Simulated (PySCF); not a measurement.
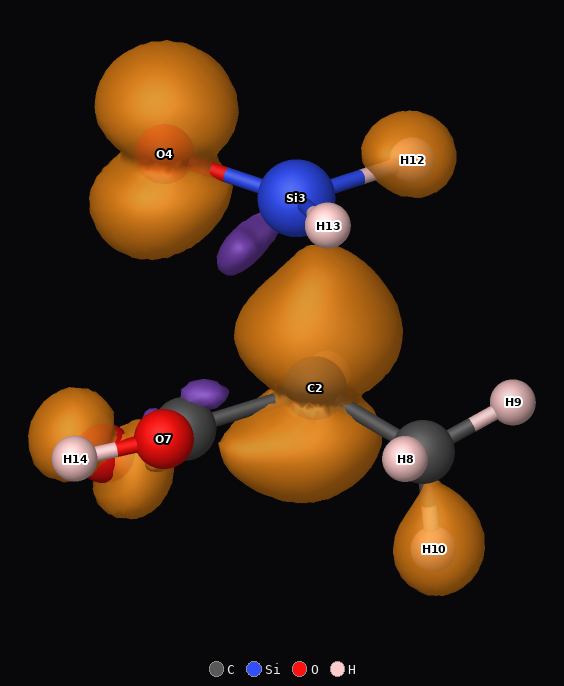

The picture shows: C3H7O3Si (doublet). Isosurfaces of the spin density at +0.02 (orange) and −0.02 e/Å³ (purple), seen across its widest extent.

Geometry: GFN2-xTB.

These are results of UKS B3LYP, pcH-1 on C H O Si, non-relativistic, mean-field spin-orbit, GIAO in PySCF, not measurements.

```yaml
atoms:
  - { symbol: C, position_ang: [0.3033, -1.3897, 0.7201] }
  - { symbol: C, position_ang: [0.0100, -0.5311, -0.4551] }
  - { symbol: Si, position_ang: [1.2500, 1.2108, -0.3406] }
  - { symbol: O, position_ang: [0.6254, 2.2050, -1.3024] }
  - { symbol: C, position_ang: [-1.2649, 0.1950, -0.4779] }
  - { symbol: O, position_ang: [-1.9985, 0.2111, -1.4327] }
  - { symbol: O, position_ang: [-1.5470, 0.8082, 0.6772] }
  - { symbol: H, position_ang: [0.0754, -0.8751, 1.6501] }
  - { symbol: H, position_ang: [1.3395, -1.7218, 0.7202] }
  - { symbol: H, position_ang: [-0.3226, -2.2866, 0.6702] }
  - { symbol: H, position_ang: [0.2496, -0.9571, -1.4207] }
  - { symbol: H, position_ang: [2.4138, 0.3989, -0.7206] }
  - { symbol: H, position_ang: [1.2206, 1.3963, 1.1058] }
  - { symbol: H, position_ang: [-2.3553, 1.3355, 0.5842] }
```

> Which atoms carry the spin?

The unpaired spin (1 electron) lies mostly on O4 (about 0.4), C2 (about 0.3) and O6 (about 0.1), in electrons by Hirshfeld's partition.
